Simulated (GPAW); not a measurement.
**NaWO3: moments or none**

Wanted: the moments of NaWO3 and the energy gained by spin polarisation.

Program: GPAW 26.7.0. Level of theory: LDA; plane waves with GPAW's PAW setups, scalar-relativistic. Results are calculated unless marked as measured.

The database entry behind the starting cell is an old determination (1949), so it need not match the best structure at ambient conditions.

## Step 1: The starting structure

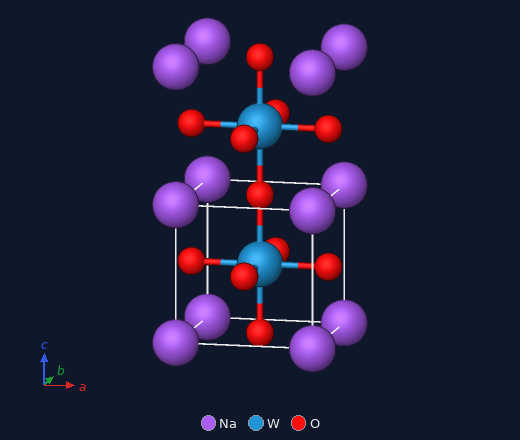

The starting structure, seen slightly off an axis (sodium purple, tungsten blue, oxygen red). 1×1×2 cells are drawn. Some periodic images of atoms are drawn too.

## Step 2: Run 1 (ferro +)

The parallel start comes first: it fits the smallest cell, keeps the most symmetry and shows whether parallel moments form.

order1.py

```python
import json
import numpy as np
from ase import Atoms
from ase.parallel import paropen, parprint
from gpaw import GPAW

atoms = Atoms(['Na', 'W', 'O', 'O', 'O'],
    cell=[[3.86, 0.0, 0.0],
         [0.0, 3.86, 0.0],
         [0.0, 0.0, 3.86]],
    scaled_positions=[[0.0, 0.0, 0.0],
         [0.5, 0.5, 0.5],
         [0.5, 0.5, 0.0],
         [0.0, 0.5, 0.5],
         [0.5, 0.0, 0.5]],
    pbc=True,
    magmoms=[0.0, 1.0, 0.0, 0.0, 0.0])
atoms.calc = GPAW(mode={'name': 'pw', 'ecut': 700},
    xc='LDA',
    kpts={'size': (6, 6, 6), 'gamma': True},
    occupations={'name': 'fermi-dirac', 'width': 0.05},
    convergence={'density': 1e-05, 'energy': 1e-05},
    maxiter=200,
    symmetry={'tolerance': 1e-4},
    txt='order1.txt')
e = atoms.get_potential_energy(force_consistent=True)
res = {'free_energy': e, 'energy_sigma0': atoms.get_potential_energy(), 'fermi_energy': atoms.calc.get_fermi_level()}
res['moments'] = atoms.get_magnetic_moments().tolist()
res['total'] = atoms.get_magnetic_moment()
parprint('site moments (muB):', np.round(res['moments'], 3))
parprint(f"total moment: {res['total']:.3f} muB")
parprint(f'free energy: {e:.6f} eV')
atoms.calc.write('order1.gpw')
with paropen('results.json', 'w') as f:
    json.dump(res, f)
```

The run is started by

```sh
OMP_NUM_THREADS=1 mpirun -n 4 gpaw python order1.py > order1.log
```

Numbers of over 12 decimals in the logs are rounded to 6 here.

The program printed:

```text
site moments (muB): [0. 0. 0. 0. 0.]
total moment: 0.000 muB
free energy: -43.374816 eV

--- order1.txt ---
Input parameters:
  mode=PW(ecut=700),
  convergence={'density': 1e-05, 'energy': 1e-05},
  kpts=MonkhorstPack(size=(6, 6, 6), gamma=True),
  maxiter=200,
  occupations=Occupations(name='fermi-dirac', width=0.05),
  symmetry=Symmetry(tolerance=0.0001),
  xc=XC(name='LDA')

Diagonalizing LCAO Hamiltonian
Converting LCAO to pw mode
   .--------.
  /|        |
 * |        |
 | |        |
 |O|  W     |
 | .-O------.
 |/   O    /
 Na-------*

Atoms  # Å, Bohr magnetons
|   | symbol |        x |        y |        z |    initial magnetic moments |
|---|--------|----------|----------|----------|-----------------------------|
| 0 |     Na | 0.000000 | 0.000000 | 0.000000 | ( 0.0000,  0.0000,  0.0000) |
| 1 |      W | 1.930000 | 1.930000 | 1.930000 | ( 0.0000,  0.0000,  1.0000) |
| 2 |      O | 1.930000 | 1.930000 | 0.000000 | ( 0.0000,  0.0000,  0.0000) |
| 3 |      O | 0.000000 | 1.930000 | 1.930000 | ( 0.0000,  0.0000,  0.0000) |
| 4 |      O | 1.930000 | 0.000000 | 1.930000 | ( 0.0000,  0.0000,  0.0000) |

Unit cell  # Å
| periodic |        x |        y |        z |  lengths |    angles |
|----------|----------|----------|----------|----------|-----------|
|      yes | 3.860000 | 0.000000 | 0.000000 | 3.860000 | 90.000000 |
|      yes | 0.000000 | 3.860000 | 0.000000 | 3.860000 | 90.000000 |
|      yes | 0.000000 | 0.000000 | 3.860000 | 3.860000 | 90.000000 |

Number of symmetries: 48

BZ-sampling:
  Number of BZ points: 216
  Number of IBZ points: 20

  Monkhorst-Pack size: [6, 6, 6]
  Monkhorst-Pack shift: [0.083333, 0.083333, 0.083333]

K-points  # in reciprocal-cell coordinates
|     |                                coordinates |     weight |
|-----|--------------------------------------------|------------|
|   0 | (  0.00000000,   0.00000000,   0.00000000) | 0.00462963 |
|   1 | (  0.16666667,   0.00000000,   0.00000000) | 0.02777778 |
|   2 | (  0.16666667,   0.16666667,   0.00000000) | 0.05555556 |
|   3 | (  0.16666667,   0.16666667,   0.16666667) | 0.03703704 |
|   4 | (  0.33333333,   0.00000000,   0.00000000) | 0.02777778 |
|   5 | (  0.33333333,   0.16666667,   0.00000000) | 0.11111111 |
|   6 | (  0.33333333,   0.16666667,   0.16666667) | 0.11111111 |
|   7 | (  0.33333333,   0.33333333,   0.00000000) | 0.05555556 |
|   8 | (  0.33333333,   0.33333333,   0.16666667) | 0.11111111 |
|   9 | (  0.33333333,   0.33333333,   0.33333333) | 0.03703704 |
| ... |                                            |            |
|  19 | (  0.50000000,   0.50000000,   0.50000000) | 0.00462963 |

Plane wave coefficients: 2469
Cutoff: 700.0 eV

Spin-components: 2 (collinear spins)
Bands:           28
Projectors:      26
Spin-degeneracy: 1
Datatype:        complex128

Parallelization:
  kpt:    4
  domain: 1
  band:   1

Density:
  Valence electrons: 39.0
  Components: 2
  Grid points: [24 24 24]
  Charge: 0.0  # |e|

Potential:
  Grid points: [24 24 24]

species:
  Na:
    name:    Sodium
    Z:       11.0
    valence: 7
    core:    4
    charge:  0.0  # [|e|]
    compensation charges:
      type: gauss
      rc: 0.37  # [Å]
      lmax: 2
    cutoffs:
      filter: 2.17  # [Å]
      core: 2.59  # [Å]
    projectors
    | kind |    occ | energy [eV] | rcut [Å] |
    |------|--------|-------------|----------|
    |   3s |  1.000 |      -2.819 |    1.201 |
    |   2p |  6.000 |     -28.826 |    1.217 |
    |   3p |  0.000 |      -0.774 |    1.217 |
    |    s |        |      24.392 |    1.201 |
    |    d |        |       0.000 |    1.238 |

    Using partial waves for Na as LCAO basis

  W:
    name:    Tungsten
    Z:       74.0
    valence: 14
    core:    60
    charge:  0.0  # [|e|]
    compensation charges:
      type: gauss
      rc: 0.40  # [Å]
      lmax: 2
    cutoffs:
      filter: 2.36  # [Å]
      core: 3.02  # [Å]
    projectors
    | kind |    occ | energy [eV] | rcut [Å] |
    |------|--------|-------------|----------|
    |   5s |  2.000 |     -79.053 |    1.344 |
    |   6s |  2.000 |      -5.886 |    1.344 |
    |   5p |  6.000 |     -43.417 |    1.355 |
    |   6p |  0.000 |      -1.469 |    1.355 |
    |   5d |  4.000 |      -4.693 |    1.228 |
    |    d |        |      22.518 |    1.228 |

    Using partial waves for W as LCAO basis

  O:
    name:    Oxygen
    Z:       8.0
    valence: 6
    core:    2
    charge:  0.0  # [|e|]
    compensation charges:
      type: gauss
      rc: 0.21  # [Å]
      lmax: 2
    cutoffs:
      filter: 1.17  # [Å]
      core: 0.83  # [Å]
    projectors
    | kind |    occ | energy [eV] | rcut [Å] |
    |------|--------|-------------|----------|
    |   2s |  2.000 |     -23.752 |    0.688 |
    |   2p |  4.000 |      -9.195 |    0.598 |
    |    s |        |       3.459 |    0.688 |
    |    p |        |      18.016 |    0.598 |
    |    d |        |       0.000 |    0.619 |

    Using partial waves for O as LCAO basis

Reference energy: -448998.538963  # eV

eigensolver:
  PPCG
  Converge bands: occupied
  niter=2

density mixing:
  MSR1-Mixer
  Pratt-step length: 0.05
  Maximum mixing coefficient: 0.75
  Old densities: 10
  SVD Regularization: 0.005
  Good broyden scale: 1.0
  Trust region scale: 1.0
  Backstep threshold: 4.0
  History deletion threshold: 6.0
  Fourier metric: weight=20.0, sigma=0.015

occupation numbers:
  Fermi-Dirac:
    width: 0.0500  # eV

poisson solver:
  ecut: 5600.0  # eV

xc functional:
  name: None

convergence criteria:
- Maximum integral of absolute [dens]ity change: 1e-05 electrons / valence electron
- Maximum [total energy] change in last 3 cyles: 1e-05 eV / valence electron
- Maximum integral of absolute [eigenst]ate change: 4e-08 eV^2 / valence electron
maximum number of iterations: 200

SCF iterations
|iter     |      energy | eigst |  dens |  magmom |
|---------|-------------|-------|-------|---------|
|iter:   1|       0s |  -48.015756 | -0.02 |       |  +1.0019|
|iter:   2|       1s |  -46.633638 | -1.79 | -0.84 |  +0.9646|
|iter:   3|       2s |  -43.427937 | -0.71 | -0.89 |  +0.5869|
|iter:   4|       3s |  -43.373500 | -2.54 | -1.45 |  +0.4231|
|iter:   5|       4s |  -43.365916 | -3.23 | -1.66 |  +0.1724|
|iter:   6|       5s |  -43.367202 | -4.35 | -2.28 |  +0.1011|
|iter:   7|       5s |  -43.368067 | -4.98 | -2.64 |  +0.0289|
|iter:   8|       6s |  -43.368143 | -5.92 | -3.15 |  +0.0084|
|iter:   9|       7s |  -43.368151c| -6.73 | -3.65 |  +0.0003|
|iter:  10|       8s |  -43.368151c| -7.74c| -4.67 |  +0.0001|
|iter:  11|       8s |  -43.368151c| -8.55c| -5.36c|  +0.0000|

Converged in 11 steps
Energy contributions relative to reference atoms: (reference = -448998.538963)

Energy contributions:
  Kinetic:          36.061018
  Coulomb:         -41.018224
  Zero:              0.481435
  External:          0.000000
  Xc:              -38.885716
  Entropy:          -0.013330
  Spinorbit:         0.000000
  ----------------------------
  Free energy:     -43.374816
  Extrapolated:    -43.368151

dipole moment: (-14.426241, -14.426241, -14.426241)  # |e|*Ang

Total magnetic moment: (0.000000, 0.000000, 0.000020)

Local magnetic moments
|        x |        y |        z |
|----------|----------|----------|
| 0.000000 | 0.000000 | 0.000000 |  # Na   0
| 0.000000 | 0.000000 | 0.000004 |  # W    1
| 0.000000 | 0.000000 | 0.000004 |  # O    2
| 0.000000 | 0.000000 | 0.000004 |  # O    3
| 0.000000 | 0.000000 | 0.000004 |  # O    4

Fermi level: 7.166
Eigenvalues  # (at kpt = [0.000, 0.000, 0.000])
| band index |      eig [eV] | occ [0-1] |      eig [eV] | occ [0-1] |
|------------|---------------|-----------|---------------|-----------|
|          0 |       -68.693 |     1.000 |       -68.693 |     1.000 |
|        ... |               |           |               |           |
|         14 |         3.138 |     1.000 |         3.138 |     1.000 |
|         15 |         3.138 |     1.000 |         3.138 |     1.000 |
|         16 |         3.450 |     1.000 |         3.450 |     1.000 |
|         17 |         3.450 |     1.000 |         3.450 |     1.000 |
|         18 |         3.450 |     1.000 |         3.450 |     1.000 |
|         19 |         5.679 |     1.000 |         5.679 |     1.000 |
|         20 |         5.679 |     1.000 |         5.679 |     1.000 |
|         21 |         5.679 |     1.000 |         5.679 |     1.000 |
|         22 |         9.334 |     0.000 |         9.334 |     0.000 |
|         23 |        10.643 |     0.000 |        10.643 |     0.000 |
|         24 |        10.643 |     0.000 |        10.643 |     0.000 |
|         25 |        15.518 |     0.000 |        15.518 |     0.000 |
|         26 |        15.518 |     0.000 |        15.518 |     0.000 |
|         27 |        18.200 |     0.000 |        18.200 |     0.000 |

No gap
No difference between direct/indirect transitions
```

Elapsed: 13 s, on 4 MPI ranks of Arm Neoverse V2, shared host; peak memory 0.82 GiB.

The spin moment in the augmentation sphere vanishes on all atoms.

Numbers from this step:

| Property | Result |
| --- | --- |
| final state | non-magnetic |

After 11 cycles the seed has died away: no moment is left.

## Step 3: Start 2: no spin polarisation

This run holds no moments, which gives a state to set the others against.

nospin.py

```python
import json
import numpy as np
from ase import Atoms
from ase.parallel import paropen, parprint
from gpaw import GPAW

atoms = Atoms(['Na', 'W', 'O', 'O', 'O'],
    cell=[[3.86, 0.0, 0.0],
         [0.0, 3.86, 0.0],
         [0.0, 0.0, 3.86]],
    scaled_positions=[[0.0, 0.0, 0.0],
         [0.5, 0.5, 0.5],
         [0.5, 0.5, 0.0],
         [0.0, 0.5, 0.5],
         [0.5, 0.0, 0.5]],
    pbc=True)
atoms.calc = GPAW(mode={'name': 'pw', 'ecut': 700},
    xc='LDA',
    kpts={'size': (6, 6, 6), 'gamma': True},
    occupations={'name': 'fermi-dirac', 'width': 0.05},
    convergence={'density': 1e-05, 'energy': 1e-05},
    maxiter=200,
    symmetry={'tolerance': 1e-4},
    txt='nospin.txt')
e = atoms.get_potential_energy(force_consistent=True)
res = {'free_energy': e, 'energy_sigma0': atoms.get_potential_energy(), 'fermi_energy': atoms.calc.get_fermi_level()}
parprint(f'free energy: {e:.6f} eV')
atoms.calc.write('nospin.gpw')
with paropen('results.json', 'w') as f:
    json.dump(res, f)
```

The run is started by

```sh
OMP_NUM_THREADS=1 mpirun -n 4 gpaw python nospin.py > nospin.log
```

The program printed:

```text
free energy: -43.374816 eV

--- nospin.txt ---
Input parameters:
  mode=PW(ecut=700),
  convergence={'density': 1e-05, 'energy': 1e-05},
  kpts=MonkhorstPack(size=(6, 6, 6), gamma=True),
  maxiter=200,
  occupations=Occupations(name='fermi-dirac', width=0.05),
  symmetry=Symmetry(tolerance=0.0001),
  xc=XC(name='LDA')

Diagonalizing LCAO Hamiltonian
Converting LCAO to pw mode
   .--------.
  /|        |
 * |        |
 | |        |
 |O|  W     |
 | .-O------.
 |/   O    /
 Na-------*

Atoms  # Å, Bohr magnetons
|   | symbol |        x |        y |        z |    initial magnetic moments |
|---|--------|----------|----------|----------|-----------------------------|
| 0 |     Na | 0.000000 | 0.000000 | 0.000000 | ( 0.0000,  0.0000,  0.0000) |
| 1 |      W | 1.930000 | 1.930000 | 1.930000 | ( 0.0000,  0.0000,  0.0000) |
| 2 |      O | 1.930000 | 1.930000 | 0.000000 | ( 0.0000,  0.0000,  0.0000) |
| 3 |      O | 0.000000 | 1.930000 | 1.930000 | ( 0.0000,  0.0000,  0.0000) |
| 4 |      O | 1.930000 | 0.000000 | 1.930000 | ( 0.0000,  0.0000,  0.0000) |

Unit cell  # Å
| periodic |        x |        y |        z |  lengths |    angles |
|----------|----------|----------|----------|----------|-----------|
|      yes | 3.860000 | 0.000000 | 0.000000 | 3.860000 | 90.000000 |
|      yes | 0.000000 | 3.860000 | 0.000000 | 3.860000 | 90.000000 |
|      yes | 0.000000 | 0.000000 | 3.860000 | 3.860000 | 90.000000 |

Number of symmetries: 48

BZ-sampling:
  Number of BZ points: 216
  Number of IBZ points: 20

  Monkhorst-Pack size: [6, 6, 6]
  Monkhorst-Pack shift: [0.083333, 0.083333, 0.083333]

Plane wave coefficients: 2469
Cutoff: 700.0 eV

Spin-components: 1 (collinear spins)
Bands:           28
Projectors:      26
Spin-degeneracy: 2
Datatype:        complex128

Parallelization:
  kpt:    4
  domain: 1
  band:   1

Density:
  Valence electrons: 39.0
  Components: 1
  Grid points: [24 24 24]
  Charge: 0.0  # |e|

Potential:
  Grid points: [24 24 24]

[... setups left out ...]
Reference energy: -448998.538963  # eV

eigensolver:
  PPCG
  Converge bands: occupied
  niter=2

density mixing:
  MSR1-Mixer
  Pratt-step length: 0.05
  Maximum mixing coefficient: 0.75
  Old densities: 10
  SVD Regularization: 0.005
  Good broyden scale: 1.0
  Trust region scale: 1.0
  Backstep threshold: 4.0
  History deletion threshold: 6.0
  Fourier metric: weight=20.0, sigma=0.015

occupation numbers:
  Fermi-Dirac:
    width: 0.0500  # eV

poisson solver:
  ecut: 5600.0  # eV

xc functional:
  name: None

convergence criteria:
- Maximum integral of absolute [dens]ity change: 1e-05 electrons / valence electron
- Maximum [total energy] change in last 3 cyles: 1e-05 eV / valence electron
- Maximum integral of absolute [eigenst]ate change: 4e-08 eV^2 / valence electron
maximum number of iterations: 200

SCF iterations
|iter     |      energy | eigst |  dens |
|---------|-------------|-------|-------|
|iter:   1|       0s |  -48.076085 | -0.01 |       |
|iter:   2|       0s |  -46.692218 | -1.79 | -0.90 |
|iter:   3|       0s |  -43.454037 | -0.71 | -0.96 |
|iter:   4|       1s |  -43.387686 | -2.56 | -1.62 |
|iter:   5|       1s |  -43.368489 | -3.26 | -1.84 |
|iter:   6|       2s |  -43.368147 | -4.46 | -2.61 |
|iter:   7|       2s |  -43.368152c| -5.83 | -3.22 |
|iter:   8|       3s |  -43.368151c| -7.26 | -4.16 |
|iter:   9|       3s |  -43.368151c| -7.60c| -4.77 |
|iter:  10|       3s |  -43.368151c| -8.29c| -5.52c|

Converged in 10 steps
Energy contributions relative to reference atoms: (reference = -448998.538963)

Energy contributions:
  Kinetic:          36.061758
  Coulomb:         -41.019033
  Zero:              0.481464
  External:          0.000000
  Xc:              -38.885676
  Entropy:          -0.013330
  Spinorbit:         0.000000
  ----------------------------
  Free energy:     -43.374816
  Extrapolated:    -43.368151

dipole moment: (-14.426242, -14.426242, -14.426242)  # |e|*Ang

Fermi level: 7.166
Eigenvalues  # (at kpt = [0.000, 0.000, 0.000])
| band index |      eig [eV] | occ [0-2] |
|------------|---------------|-----------|
|          0 |       -68.693 |     2.000 |
|        ... |               |           |
|         14 |         3.138 |     2.000 |
|         15 |         3.138 |     2.000 |
|         16 |         3.450 |     2.000 |
|         17 |         3.450 |     2.000 |
|         18 |         3.450 |     2.000 |
|         19 |         5.679 |     2.000 |
|         20 |         5.679 |     2.000 |
|         21 |         5.679 |     2.000 |
|         22 |         9.334 |     0.000 |
|         23 |        10.643 |     0.000 |
|         24 |        10.643 |     0.000 |
|         25 |        15.518 |     0.000 |
|         26 |        15.518 |     0.000 |
|         27 |        18.200 |     0.000 |

No gap
No difference between direct/indirect transitions
```

Run time: 7 s. Hardware: 4 MPI ranks; peak memory 0.77 GiB; 28 s of CPU time.

Read from the output:

* final state: non-magnetic (no spin polarisation)

It ends in the same state without moments as the first start; the 1.2e-6 meV between them is numerical noise.

## Step 4: The states side by side

These are free energies at a smearing of 0.05 eV, so its entropy term is in the differences. They are divided by the number of seeded atoms, so that cells of unlike size compare.

Orders:

```csv
start,final state,typed order kept,energy over the lowest (meV a seeded atom),largest site moment (μB),net moment (μB a primitive cell),mesh matched,CPU time (s)
ferro +,non-magnetic,no,0,0,0,yes,50.82
no spin polarisation,non-magnetic,-,0,0,0,yes,27.75
```

## Step 5: Results

```
lower run           : without moments
largest site moment : 0 μB
```

What this shows: The lowest state carries no moment above 0.15 μB, and no start kept one. No antiferromagnetic order was tried, so the session says nothing on how the moments order.

[Logs and program files are shortened in this print: banners, set-up blocks, solver, clock and traceback lines can be left out without a mark of their own.]

[Logs are printed without paths, hosts, clocks, repeated set-up lines and the standing remarks that a program may print on its own settings, such as how far it seeks lower states.]

[Hosts, paths, dates, database ids (printed as entryN), source tags and the programs' standing remarks are cut or masked in the printed files.]

[Where a cell is said to come from a database of computed structures, the database is the Materials Project.]
